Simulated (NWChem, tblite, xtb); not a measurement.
AlSiN2H7O (SMILES [NH2][Al]([NH2])[O][SiH3]): methods side by side

The species is AlSiN2H7O (12 atoms), meant as a singlet with charge 0. SMILES: `[NH2][Al]([NH2])[O][SiH3]`. Geometry: relaxed at PBE0-D4/def2-TZVP.

Quantity: the dipole moment, in D. The values are calculated.

```tsv
level	kind	program	value (D)
GFN2-xTB	semi-empirical	tblite	2.15
GFN1-xTB	semi-empirical	tblite	3.40
GFN0-xTB	semi-empirical	xtb	2.78
IPEA1-xTB	semi-empirical	tblite	3.87
HF/STO-3G	Hartree–Fock	NWChem	0.91
HF/3-21G	Hartree–Fock	NWChem	1.58
PBE0/STO-3G	global hybrid	NWChem	1.27
B3LYP/6-31G* (spherical functions)	global hybrid	NWChem	1.85
B3LYP/6-31G* (Cartesian functions)	global hybrid	NWChem	1.84
```

The values span 0.91 to 3.87 D. Magnitudes only. Sets without polarisation functions give poor dipoles.

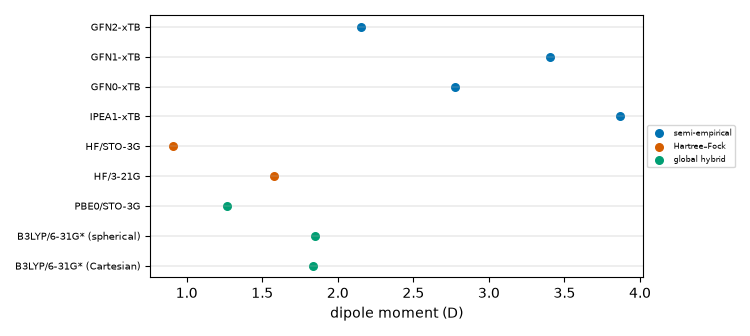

The values of the table, level by level.
